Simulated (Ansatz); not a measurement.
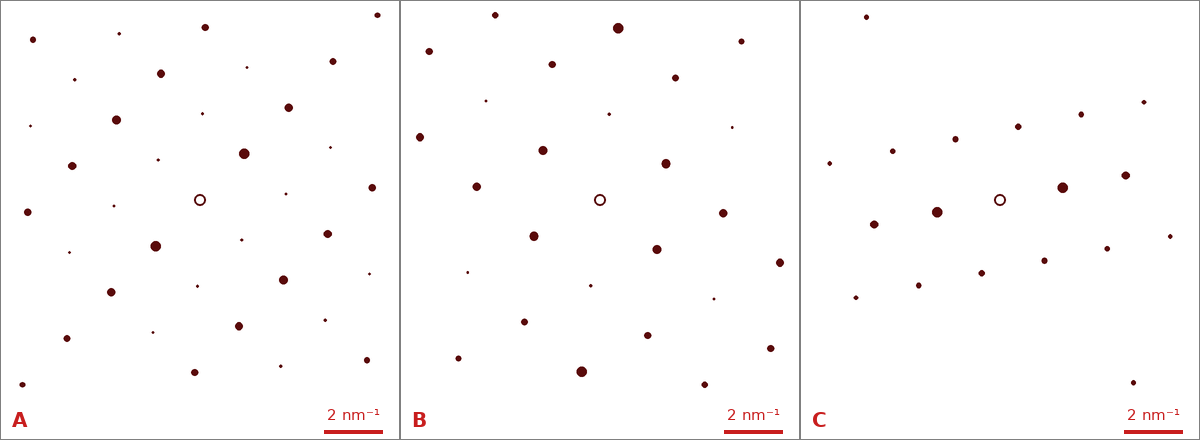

The patterns are kinematic simulations for 120 kV electrons (no multiple scattering; isotropic B = 0.5 Å²).

All three come from I, space group Cmce (No. 64), a = 8.92 Å, b = 4.62 Å, c = 9.88 Å. Structure: coordinates from a relaxation at fixed volume with DFT PBE, spin-orbit coupling, plane waves, PAW in Ansatz 0.2.0.

```cif
data_structure
_symmetry_space_group_name_H-M 'Cmce'
_symmetry_Int_Tables_number 64
_cell_length_a 8.9206
_cell_length_b 4.6160
_cell_length_c 9.8802
_cell_angle_alpha 90.000
_cell_angle_beta 90.000
_cell_angle_gamma 90.000
_cell_volume 406.84
loop_
_atom_site_label
_atom_site_type_symbol
_atom_site_symmetry_multiplicity
_atom_site_Wyckoff_symbol
_atom_site_fract_x
_atom_site_fract_y
_atom_site_fract_z
_atom_site_occupancy
I1 I 8 f 0.00000 0.66150 0.62215 1
```

> Assign the zone axes [010], [011], [101] to A, B and C.

A is [010]: rectangular net of 0 0 2 (weak) at d = 4.94 Å and 2 0 0 at d = 4.46 Å, at 90.0°. B is [101]: centred rectangular net of 1 1 -1 at d = 3.79 Å and -1 1 1 at d = 3.79 Å, at 69.8°. C is [011]: centred rectangular net of 2 0 0 at d = 4.46 Å and 1 1 -1 at d = 3.79 Å, at 64.9°.
